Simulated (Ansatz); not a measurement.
**CH$_{4}$AlBrO$_{2}$: single-point calculation**

The run: single-point calculation of CH$_{4}$AlBrO$_{2}$. Method and program: RKS PBE0-D4/def2-TZVPP (Ansatz 0.2.0).

The geometry comes from this level: PBE0-D4/def2-TZVP.

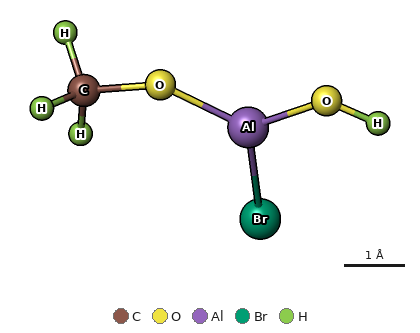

The structure as given in the input (ball-and-stick view, seen at a tilt). Sticks mark near contacts. Bond lengths as drawn: Al–Br 2.25 Å, Al–O 1.67 to 1.68 Å, C–H 1.09 to 1.10 Å, C–O 1.40 Å and H–O 0.96 Å.

**Summary**

```json
{"quantity": "outcome", "value": "converged"}
{"quantity": "total energy", "value": "−81829.9766 eV"}
{"quantity": "mean-field energy", "value": "−81829.8176 eV"}
{"quantity": "dispersion energy", "value": "−0.1590 eV"}
{"quantity": "SCF solution under orbital rotations", "value": "stable"}
{"quantity": "HOMO", "value": "−8.38 eV"}
{"quantity": "LUMO", "value": "−0.71 eV"}
{"quantity": "hardware", "value": "4 threads of Intel Xeon @ 2.60GHz, 23 GiB of memory available, shared host"}
{"quantity": "wall time", "value": "2.6 s (CPU time 9.2 s)"}
{"quantity": "peak memory", "value": "0.68 GiB"}
```

**Input**
```yaml
crystal:
  periodic: [false, false, false]
  atoms:
    - {symbol: C, position_ang: [0.244677, -1.485017, -0.832799]}
    - {symbol: O, position_ang: [-0.015336, -0.679119, 0.281108]}
    - {symbol: Al, position_ang: [-0.149637, 0.957170, 0.570025]}
    - {symbol: O, position_ang: [-0.484852, 1.481138, 2.131583]}
    - {symbol: Br, position_ang: [0.117971, 2.424569, -1.116447]}
    - {symbol: H, position_ang: [0.401754, -0.898759, -1.745507]}
    - {symbol: H, position_ang: [1.140223, -2.087723, -0.653680]}
    - {symbol: H, position_ang: [-0.594986, -2.165861, -1.002514]}
    - {symbol: H, position_ang: [-0.571314, 2.407300, 2.351134]}
basis:
  gaussian: {orbitals: def2-TZVPP}
hamiltonian: {xc: pbe0, dispersion: d4}
output: {orbitals: {seedname: orbitals}}
```

Run as:
```bash
ansatz run in.yaml --threads 4 --pin off --events-out ev --progress --plain --max-ram 10444MiB
```

**Log**
```
Functional definition: PBE0
  name "PBE0"
  cite "Adamo & Barone, J. Chem. Phys. 110, 6158 (1999) doi:10.1063/1.478522"
  cite "Perdew, Burke & Ernzerhof, Phys. Rev. Lett. 77, 3865 (1996) doi:10.1103/PhysRevLett.77.3865"
  parent pbe
  parameter a = 0.25
  parameter kappa = 0.804
  parameter beta = 0.06672455060314922
  exchange = (1 - a)*pbe_x(kappa = kappa, mu = beta*pi^2/3) + a*exact_x
  correlation = pbe_c(beta = beta)
1431 factors; their error is unknown
mean field evaluation 1: about -81818.8940 eV, gradient 7.8e1 eV
mean field evaluation 2: about -81794.2785 eV, gradient 1.4e2 eV
mean field evaluation 4: about -81829.2965 eV, gradient 6.5e0 eV
mean field evaluation 8: about -81829.3699 eV, gradient 1.5e-1 eV
mean field evaluation 16: about -81829.8176 eV, gradient 1.8e-4 eV
mean field -81829.81755956 eV, -3007.1903290713 hartree, gradient 3.3e-5 eV, S^2 0.000000; 0 other end points of the search recorded, 0 dependent functions left out
reference -81829.81759311 eV, -3007.1903303044 hartree; 37, 37 occupied and 202, 202 virtual orbitals, 1431 factors
Total energy: -81829.97657292 eV, -3007.1961727045 hartree
```

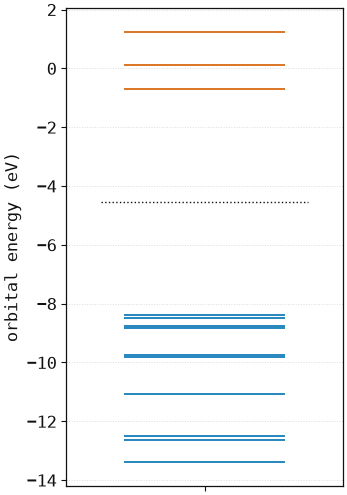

Orbital energies near the frontier; the dotted line parts filled from empty levels, and levels within 0.02 eV of each other stand side by side. Highest filled −8.38 eV, lowest empty −0.71 eV, 7.67 eV apart.
